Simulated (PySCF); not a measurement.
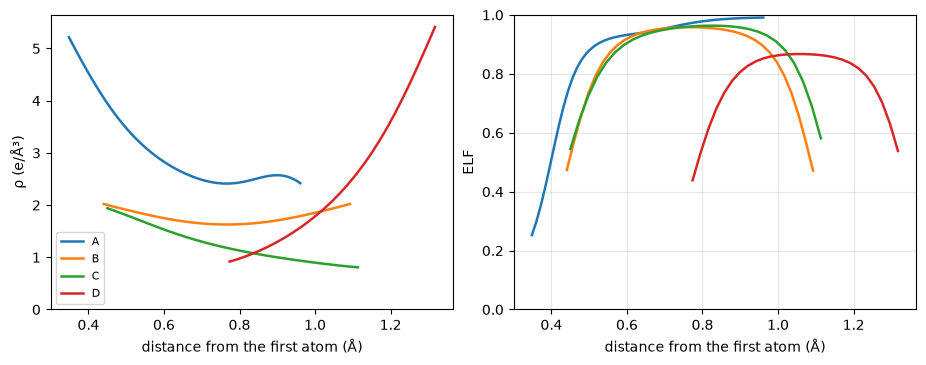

The picture shows: C₄H₁₀OSi (SMILES O[SiH]1CCCC1). Electron density and ELF along straight lines between neighbouring atoms. The curves leave out the atomic cores.

Geometry: PBE0-D3(BJ)/def2-SVP.

Theory: PBE0/pcSseg-1, SCF density, gas phase, non-relativistic in PySCF.

```
atom    x (Å)    y (Å)    z (Å)
   O   2.4224   0.8321   0.2082
  Si   0.9805   0.2905   0.8611
   C   0.4105  -1.4210   0.2799
   C  -0.7684  -1.1178  -0.6579
   C  -1.5512   0.0719  -0.0891
   C  -0.5624   1.2013   0.2405
   H   2.4706   0.8806  -0.7504
   H   1.2084   0.3841   2.3303
   H   1.2024  -2.0197  -0.1963
   H   0.0650  -1.9957   1.1574
   H  -1.4218  -1.9929  -0.8084
   H  -0.3841  -0.8458  -1.6578
   H  -2.3437   0.3999  -0.7817
   H  -2.0632  -0.2496   0.8355
   H  -0.9696   1.9386   0.9488
   H  -0.2965   1.7604  -0.6749
```

**Which curve belongs to which contact (C–C, C–Si, O–H and Si–O)? The first atom named is at distance zero.**

Curve A: O–H (0.96 Å): ρ is about 3.6 e/Å³ halfway; the ELF climbs to about 1 towards the hydrogen, as it does in any bond to H: an ordinary covalent bond to hydrogen. Curve B: C–C (1.53 Å): ρ is about 1.6 e/Å³ halfway; the ELF peaks at about 0.95 between the atoms, as expected for localised, covalent bonding. Curve C: C–Si (1.90 Å): the density is about 0.95 e/Å³ at the midpoint; the ELF peaks at about 0.95 between the atoms: localised, covalent bonding. Curve D: Si–O (1.67 Å): ρ at the midpoint is about 1.1 e/Å³; the ELF peaks at about 0.85 between the atoms (a polar covalent bond).
